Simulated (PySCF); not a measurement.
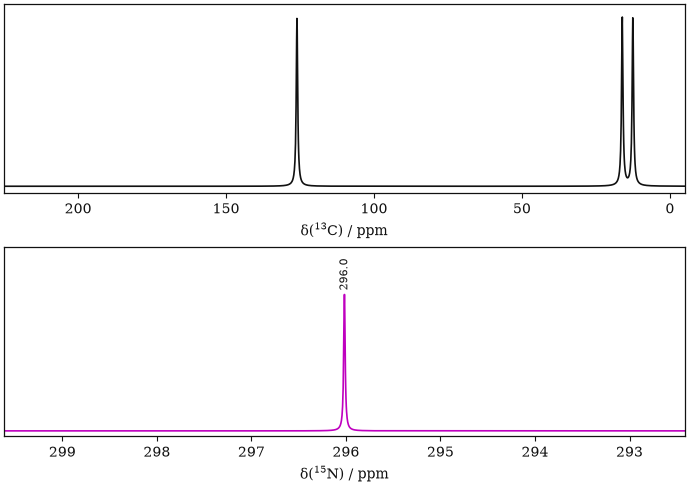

GIAO shifts, PBE0/pcSseg-1, PySCF, at a GFN2-xTB geometry (no frequency check), against TMS for ¹³C and NH₃ for ¹⁵N computed at the same level (¹⁵N: a single molecule, while the usual scales start at liquid NH₃ or nitromethane; multiply bonded nitrogen can come out tens of ppm too deshielded). Gas phase, fully decoupled, line heights follow the number of nuclei, widths are arbitrary (no quadrupolar broadening); values of one conformer, averaged over nuclei that symmetry, rotation about single bonds or inversion at nitrogen exchange, these motions taken as fast; other conformers aren't averaged in.

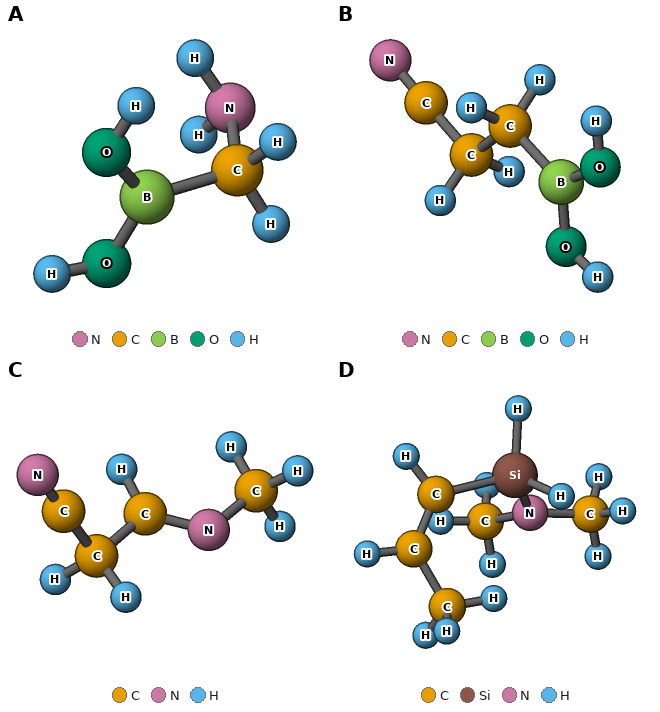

> Which molecule was computed? The candidates are drawn in the second picture.

Structure B, C₃H₆BNO₂, SMILES N#CCCB(O)O. Its ¹³C signals: 126.0 (1 C), 16.1 (1 C), 12.5 (1 C) ppm. Its ¹⁵N signals: 296.0 (1 N) ppm.

Caveats: the tight-binding geometry is rougher than a DFT one and adds to the error.
